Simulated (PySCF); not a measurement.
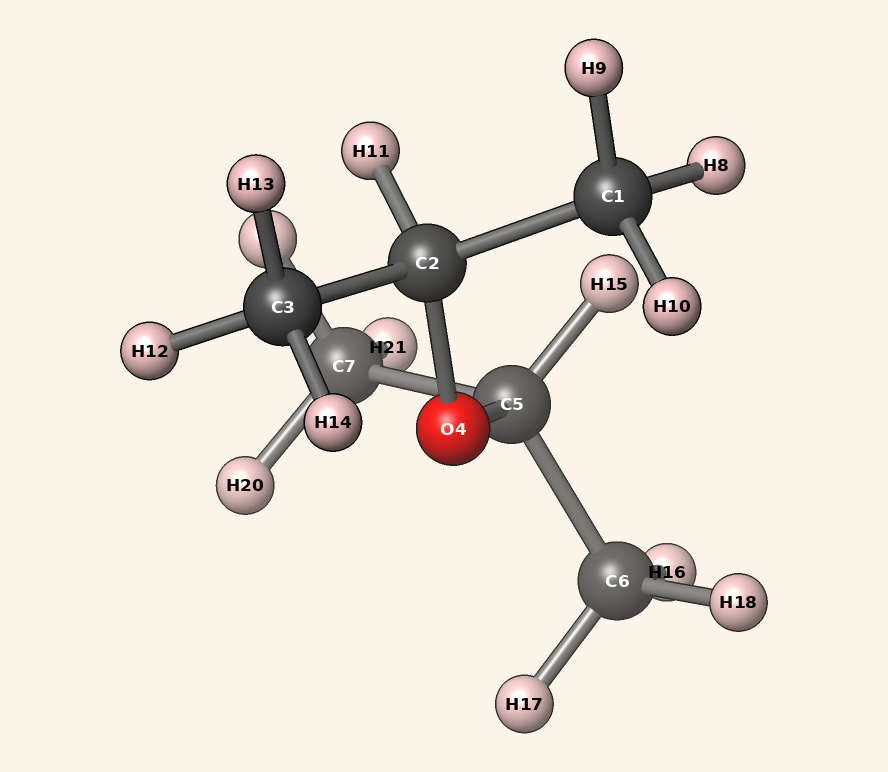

C5 lies behind O4. The molecule seen a little off the O4–C5 bond, O4 in front. Distant atoms are faded towards the background colour. Computed geometry: PBE0-D3(BJ)/def2-SVP optimisation. No frequency run is at hand to confirm it as a minimum.

**What is the torsion angle C2–O4–C5–C6? The sign is positive where the front bond must turn clockwise to cover the back bond.**

153°, antiperiplanar (anti).
